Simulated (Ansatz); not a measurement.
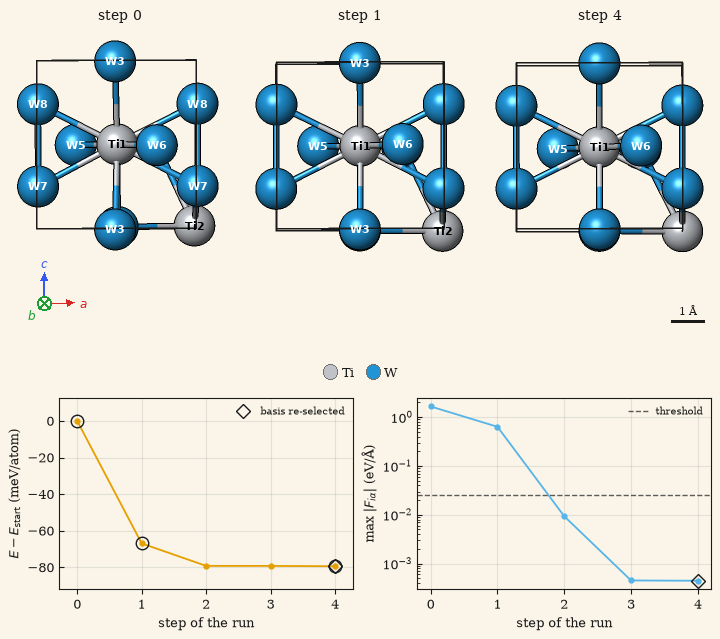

Frames of a relaxation of crystalline TiW3 (a generated structure, set up in P1) (coarse preliminary run), marked on the history of the run. The picture is a ball-and-stick view of the cell of the calculation, seen along the b axis.

Method: Ansatz 0.2.0, DFT PBE, scalar-relativistic, plane waves, PAW.

Input file:
```yaml
crystal:
  lattice:
    - [4.8756723226, 0.0136155385, 0.0096929181]
    - [0.0136155385, 5.0677417826, 0.0921445078]
    - [0.0096929181, 0.0921445078, 5.1395038188]
  atoms:
    - { symbol: Ti, position: [0.5030737499, 0.5066135921, 0.5005155595] }
    - { symbol: Ti, position: [-0.0119495863, -0.0149613762, 0.0149232589] }
    - { symbol: W, position: [0.4909294292, 0.2528301417, -0.0061319127] }
    - { symbol: W, position: [0.5070337114, 0.7665766131, 0.0079497727] }
    - { symbol: W, position: [0.2437769333, -0.0088961517, 0.4971330568] }
    - { symbol: W, position: [0.7521447329, 0.0040488903, 0.4941079939] }
    - { symbol: W, position: [0.0080216574, 0.4973784638, 0.2511483856] }
    - { symbol: W, position: [0.0069693722, 0.4964098269, 0.7403538852] }
basis:
  ecutwfc: 420
kpoints:
  mp_grid: { grid: [4, 4, 4] }
hamiltonian:
  xc: pbe
scf:
  occupations: { method: gaussian, width: 0.2 }
  lower_state_search: "off"
output:
  forces: true
  stress: true
  eigenvalues: true
relax:
  adjacent_minimum: "off"
  f_tol: 0.025
  max_steps: 60
  cell: { stress_tol: 0.25 }
```

Run as
```bash
ansatz run input.yaml --threads 1 --pin off --max-ram 2560MiB --backend cpu --events-out ev --progress --plain --runs-dir out
```

### Describe the path.

Ti2 moves most relative to the cell: 0.12 Å roughly along [1 1 −1]. Largest moves by element: Ti 0.12 Å, W 0.10 Å. The volume changes by +2.7 %, with a 4.876 → 5.071 Å (+4.0 %), b 5.069 → 5.071 Å (0.0 %), c 5.140 → 5.071 Å (−1.3 %), α 87.9° → 90.0°, β 89.8° → 90.0°, γ 89.7° → 90.0°. Among the contacts that change: Ti2–W4 2.600 → 2.835 Å, W3–W8 2.944 → 3.105 Å, W5–W6 2.398 → 2.536 Å, Ti1–W4 2.965 → 2.835 Å. Among the angles between lasting bonds that change: Ti2–W3–Ti2 121.8° → 126.9°, Ti2–W4–W3 111.7° → 116.6°, W3–W4–W3 175.2° → 180.0°. The space group (tolerance 0.01 Å) goes from P1 (No. 1) to Pm-3n (No. 223). After 3 accepted moves (4 points after the start) the energy has fallen by 79.4 meV per atom. The largest force component goes from 1.7 to 0.00044 eV/Å. Pressure: 8.47 GPa at the start and 0.00 GPa at the end. At 1 point the geometry stayed and the basis and grid were re-selected for the new cell (energy shift of 0.2 meV per atom at most each time). From step 0 to 1: Ti2 moves most (0.12 Å), volume +4.7 %, energy −66.9 meV per atom. From step 1 to 4: W6 moves most (0.05 Å), volume −1.9 %, energy −12.5 meV per atom.
